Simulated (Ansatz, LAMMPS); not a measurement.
## Atom list for Amorphous 29Ga2O3-71GeO2 (mol %) (86 atoms)

The starting structure: 86 atoms (14 Fe, 17 Ge, 55 O) placed at random at 3.74 g/cm³, melted at 5000 K for 10 ps at fixed volume with the Morse and Coulomb pair potential with partial charges (Pedone, Malavasi, Menziani, Cormack and Segre, J. Phys. Chem. B 110, 11780 (2006)). Quenched from 5000 K to 300 K at 100 K/ps and fixed volume, held 5 ps, then minimised at fixed cell. Then Fe was replaced by Ga and the cell scaled by 1.006 (the potential has no terms for the new elements, so the cell is a start for a DFT relaxation).

This is the last frame of 206 fs of DFT dynamics near 360 K. Method: Kohn-Sham DFT, PBE, PAW (set soft_2), plane waves (Ansatz 0.2.0); cutoff 420 eV, Γ point, fixed occupations; density 3.92 g/cm³.

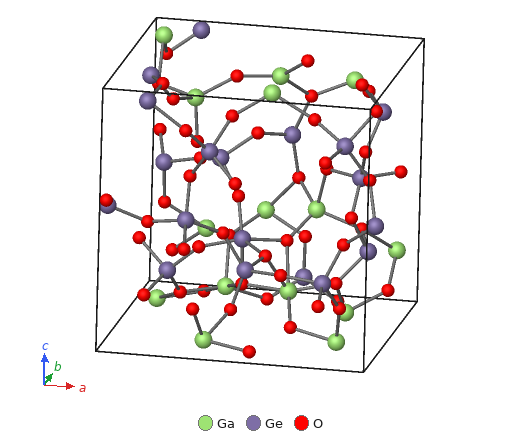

The structure (gallium green, germanium purple, oxygen red). Some periodic images of atoms are drawn too.

Cell vectors (Å):

```
10.944 0.000 0.000
0.000 10.944 0.000
0.000 0.000 10.944
```

Positions (Å):

```
1 Ga 0.780 8.583 10.912
2 Ga 9.045 3.902 0.063
3 Ga 10.238 10.038 2.320
4 Ga 2.574 6.305 9.074
5 Ga 4.095 1.478 0.410
6 Ga 2.384 10.330 2.537
7 Ga 6.649 5.934 1.436
8 Ga 8.370 9.899 9.288
9 Ga 5.692 8.015 9.755
10 Ga 3.692 7.953 0.864
11 Ga 4.807 10.256 3.506
12 Ga 8.675 7.580 0.267
13 Ga 7.218 8.470 4.204
14 Ga 6.389 2.730 10.524
15 Ge 10.181 6.621 8.994
16 Ge 1.286 3.444 10.664
17 Ge 8.779 2.027 2.972
18 Ge 5.435 2.956 3.016
19 Ge 4.186 1.230 8.314
20 Ge 1.841 0.026 10.563
21 Ge 6.426 10.244 0.847
22 Ge 9.686 6.822 3.094
23 Ge 9.252 7.127 6.031
24 Ge 5.940 9.568 6.908
25 Ge 9.563 1.989 8.762
26 Ge 0.007 1.654 5.638
27 Ge 3.434 7.486 6.313
28 Ge 4.655 6.208 3.384
29 Ge 3.188 1.757 5.245
30 Ge 1.733 5.679 1.988
31 Ge 0.763 9.401 5.407
32 O 9.475 5.708 10.311
33 O 2.345 8.858 5.852
34 O 0.426 6.331 3.061
35 O 9.095 0.338 8.477
36 O 10.674 8.164 6.128
37 O 9.638 5.973 7.460
38 O 2.091 1.816 10.826
39 O 0.266 0.001 6.311
40 O 3.615 8.844 2.735
41 O 0.865 7.223 9.286
42 O 6.196 9.837 5.078
43 O 8.515 6.248 1.826
44 O 8.142 2.772 9.544
45 O 7.965 9.587 0.136
46 O 3.035 5.451 3.128
47 O 0.912 10.878 1.374
48 O 10.510 2.480 7.289
49 O 2.031 4.415 9.481
50 O 6.719 9.364 8.640
51 O 4.824 2.515 9.502
52 O 4.097 7.067 9.884
53 O 0.750 9.815 3.639
54 O 3.386 0.214 9.398
55 O 10.193 8.589 1.042
56 O 9.295 3.105 1.687
57 O 0.590 10.220 9.693
58 O 5.433 0.367 7.310
59 O 3.263 2.036 7.009
60 O 7.035 2.214 3.122
61 O 9.293 8.141 9.377
62 O 6.288 7.203 3.176
63 O 7.675 8.039 6.048
64 O 1.097 4.155 1.320
65 O 2.532 9.381 0.193
66 O 6.483 10.048 2.593
67 O 7.076 4.332 0.394
68 O 2.692 6.332 7.251
69 O 5.892 4.767 3.155
70 O 3.817 0.458 1.940
71 O 4.771 8.299 7.239
72 O 4.326 6.879 4.956
73 O 10.628 2.870 10.065
74 O 8.951 0.346 2.485
75 O 1.540 2.235 4.923
76 O 2.038 6.956 0.760
77 O 5.152 9.211 0.116
78 O 4.654 6.415 1.453
79 O 9.077 8.511 3.531
80 O 9.140 5.927 4.686
81 O 3.458 0.132 4.487
82 O 9.544 2.290 4.578
83 O 6.097 0.854 0.237
84 O 4.530 2.765 4.546
85 O 4.891 2.904 1.349
86 O 6.970 7.062 10.747
```

**Question.** What force acts on each atom, and what charge does it carry?

Columns: atom, q, fx, fy, fz (forces in eV/Å, q the Löwdin charge in e).

```
1 1.03 0.480 -0.179 -1.574
2 1.06 -1.285 0.669 0.061
3 1.05 0.308 0.167 0.022
4 1.10 -0.025 -1.019 0.719
5 1.00 0.372 0.319 0.173
6 1.01 -1.119 -0.361 -0.242
7 1.04 -1.671 -0.325 0.212
8 1.11 0.792 -1.205 0.347
9 1.09 0.301 -0.381 -0.585
10 1.02 1.116 0.196 0.246
11 1.03 1.074 -0.832 -0.468
12 1.02 0.184 0.140 -0.367
13 1.04 -0.122 -0.594 -0.384
14 1.09 0.666 0.979 0.603
15 1.57 -0.693 0.168 -1.353
16 1.57 0.269 -0.227 -0.443
17 1.60 0.243 0.172 -0.514
18 1.56 1.315 2.091 0.630
19 1.58 1.923 1.140 -2.157
20 1.52 -0.497 0.081 -0.151
21 1.57 0.763 -2.005 0.618
22 1.51 -1.678 -1.161 1.580
23 1.52 -0.608 -1.285 0.527
24 1.52 0.012 1.149 -0.010
25 1.57 0.940 0.215 -1.214
26 1.54 -1.654 0.784 1.006
27 1.62 0.484 1.948 -1.472
28 1.55 1.332 -0.084 -1.966
29 1.59 1.761 -0.300 -0.121
30 1.58 0.115 0.710 0.543
31 1.56 -0.615 0.674 0.553
32 -0.69 0.433 -0.792 0.969
33 -0.74 0.931 -0.246 0.177
34 -0.70 -0.149 0.272 -0.375
35 -0.67 0.086 0.308 -0.207
36 -0.73 0.078 0.161 -0.158
37 -0.68 -0.286 0.845 -0.898
38 -0.68 1.196 0.834 0.577
39 -0.69 0.231 -0.555 -1.350
40 -0.67 -0.199 0.812 0.148
41 -0.66 0.722 0.398 0.830
42 -0.63 -0.879 0.041 0.502
43 -0.65 1.404 1.029 -0.378
44 -0.68 0.071 0.246 0.320
45 -0.68 -0.397 0.815 0.562
46 -0.73 -1.251 -0.832 0.356
47 -0.69 0.344 -0.079 0.788
48 -0.69 -0.327 -0.342 -0.194
49 -0.71 0.732 1.512 -0.578
50 -0.64 -0.823 -0.904 -1.185
51 -0.66 -0.257 -0.674 0.109
52 -0.66 -0.589 0.191 -0.285
53 -0.67 -0.058 -0.195 0.419
54 -0.71 -0.840 -1.222 1.878
55 -0.64 0.533 -0.894 0.334
56 -0.73 0.523 -0.006 0.207
57 -0.71 -1.195 -0.912 -0.349
58 -0.73 -0.175 -0.444 -0.018
59 -0.70 0.018 -0.255 0.286
60 -0.75 -0.743 -0.377 0.413
61 -0.70 -0.287 0.540 0.378
62 -0.69 0.266 0.601 0.324
63 -0.71 0.800 -0.383 0.066
64 -0.70 -0.013 -0.024 0.076
65 -0.66 -0.110 -0.939 0.392
66 -0.65 -0.793 0.070 0.360
67 -0.64 0.405 -1.046 -0.663
68 -0.70 -0.779 -1.567 1.178
69 -0.67 -0.932 -0.485 0.019
70 -0.68 -0.018 0.043 -0.153
71 -0.72 -0.273 -0.054 0.390
72 -0.74 0.210 0.125 0.719
73 -0.70 -0.971 0.034 0.168
74 -0.71 0.342 -0.280 -0.067
75 -0.71 -0.949 0.283 -0.418
76 -0.69 -1.011 -0.129 0.258
77 -0.68 -0.053 0.245 0.561
78 -0.66 0.926 0.069 0.640
79 -0.68 0.476 -0.113 -0.489
80 -0.67 0.669 1.596 -0.793
81 -0.68 -0.635 0.354 0.391
82 -0.70 1.314 -0.704 0.900
83 -0.70 -0.343 2.104 -1.136
84 -0.70 -0.683 -0.406 -0.138
85 -0.68 -0.682 0.075 -0.891
86 -0.65 -0.493 -0.391 0.207
```

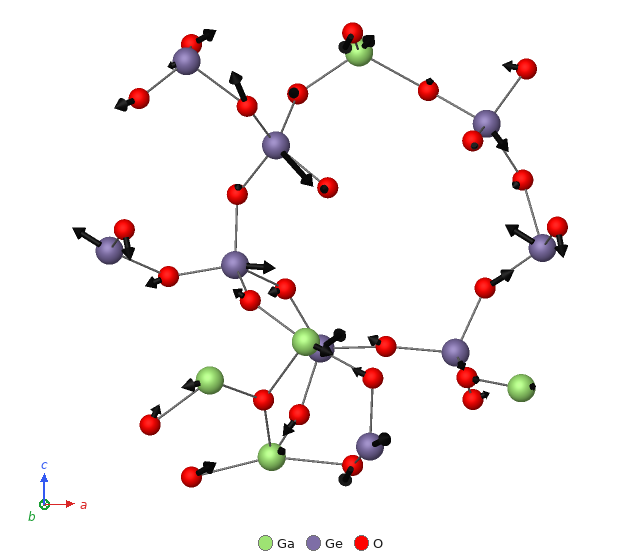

The forces as arrows, the longest 3.11 eV/Å. Drawn is a slice 4 Å thick, seen along the normal of the ac plane.

The quench rate of 100 K/ps is many orders above laboratory rates, so the cell is likely richer in defects and strain than a real sample. The network of bonds at the start is that of the classical potential that made the cell, and needn't be the one that DFT or experiment would give. Only the Γ point is sampled, in a cell whose shortest periodic width is 11 Å. The Löwdin charges lack the electrons that the projection spills, 0.039 e an atom on average.

The r.m.s. force component is 0.762 eV/Å; the longest force, 3.11 eV/Å, acts on Ge19.

[Logs are printed without paths, hosts, clocks, repeated set-up lines and the standing remarks that a program may print on its own settings, such as how far it seeks lower states.]

[Hosts, paths, dates, database ids (printed as entryN), source tags and the programs' standing remarks are cut or masked in the printed files.]
